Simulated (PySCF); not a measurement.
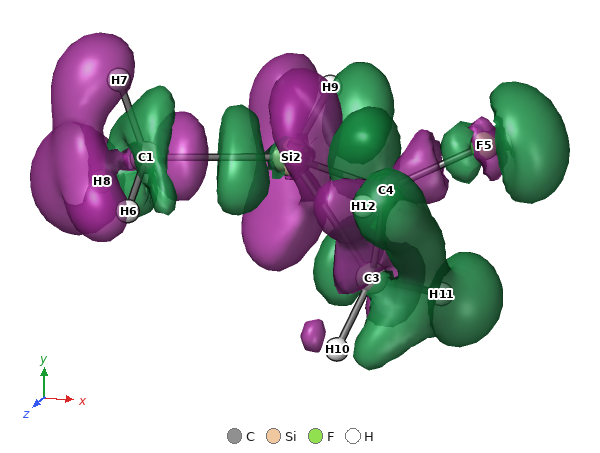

C₃H₇FSi, SMILES `C[SiH]1C[CH]1F`. Change of the electron density in a uniform field of 0.41 V/Å, surfaces at ±0.004 e/Å³ (green: gain, purple: loss).

Level of theory: B3LYP/def2-SVPD (PySCF), at a geometry from GFN2-xTB. No frequency check shows the geometry to be a minimum.

Geometry (Å), atoms numbered from 1:

```
C1      -2.2838    0.2180    0.4080
Si2     -0.6309    0.1182   -0.5001
C3       0.5863   -1.2548   -0.0529
C4       0.9604    0.1116    0.5348
F5       2.1162    0.6596    0.0259
H6      -2.2142   -0.2127    1.4023
H7      -2.6138    1.2473    0.5114
H8      -3.0544   -0.3189   -0.1365
H9      -0.5359    0.6853   -1.8337
H10      0.3504   -2.0242    0.6694
H11      1.2784   -1.6152   -0.8008
H12      0.9990    0.1971    1.6168
```

The field was applied in both directions; the picture shows the one opposite to the script's first.

Q: Along which Cartesian direction does the field point?

A: Along −x: electrons gather on the +x side, against the field.

Q: How large is the response?

A: The induced dipole is 1.53 D (along the field); α along this axis, from the fields in both directions, is 76 bohr³ (11.3 Å³).

Run time: 59 s on 1 thread of Arm Neoverse V1, on a shared host, peak memory 0.75 GiB.
